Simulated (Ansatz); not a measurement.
# Al2Cl2H5N: the cost of one run

Method: RKS B3LYP/def2-SVP, in Ansatz 0.2.0.

**1. The system as given**

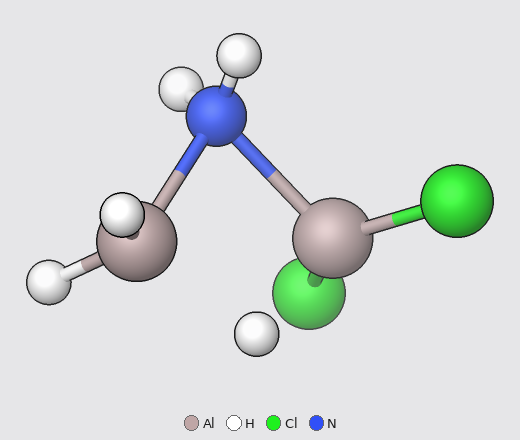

The starting structure, seen from a chosen angle (aluminium light grey, hydrogen white, chlorine green, nitrogen blue).

Coordinates:

```xyz
10

Al   -1.3163   -0.3646   -0.6957
H    -0.6671    1.5309   -0.7049
Cl   -0.8972   -1.0438   -2.5453
Cl   -2.9735   -0.3000    0.4462
Al    1.0365    1.1121    0.2623
N     0.3876   -1.0003    0.6093
H     2.1917    1.1319   -0.7556
H     1.0979    1.9043    1.5814
H     0.9932   -1.7243    0.2389
H     0.1471   -1.2462    1.5635
```

**2. A restrained relaxation towards end A**

Springs on the bonds that form and break draw the guess towards this end; the thresholds are loose.

File input.yaml:

```yaml
crystal:
  periodic: [false, false, false]
  atoms:
    - { symbol: Al, position_ang: [-1.3163, -0.3646, -0.6957] }
    - { symbol: H, position_ang: [-0.6671, 1.5309, -0.7049] }
    - { symbol: Cl, position_ang: [-0.8972, -1.0438, -2.5453] }
    - { symbol: Cl, position_ang: [-2.9735, -0.3, 0.4462] }
    - { symbol: Al, position_ang: [1.0365, 1.1121, 0.2623] }
    - { symbol: "N", position_ang: [0.3876, -1.0003, 0.6093] }
    - { symbol: H, position_ang: [2.1917, 1.1319, -0.7556] }
    - { symbol: H, position_ang: [1.0979, 1.9043, 1.5814] }
    - { symbol: H, position_ang: [0.9932, -1.7243, 0.2389] }
    - { symbol: H, position_ang: [0.1471, -1.2462, 1.5635] }
basis:
  gaussian: { orbitals: def2-SVP }
hamiltonian:
  xc: b3lyp
relax:
  f_tol: 0.15
  max_steps: 25
  restrain:
    - { distance: [0, 5], at: 3.22, k: 30.0 }
    - { distance: [4, 1], at: 2.82, k: 30.0 }
    - { distance: [0, 1], at: 1.52, k: 30.0 }
    - { distance: [4, 5], at: 1.92, k: 30.0 }
```

Launch:

```bash
ansatz run input.yaml --threads 2 --pin off --max-ram 3072MiB --backend cpu --events-out ev --progress --plain --runs-dir out
```

Q: Estimate wall time and peak memory on 2 threads of Intel Xeon Platinum 8488C (Sapphire Rapids), shared host.

About 21 s, with a peak of 0.28 GiB.
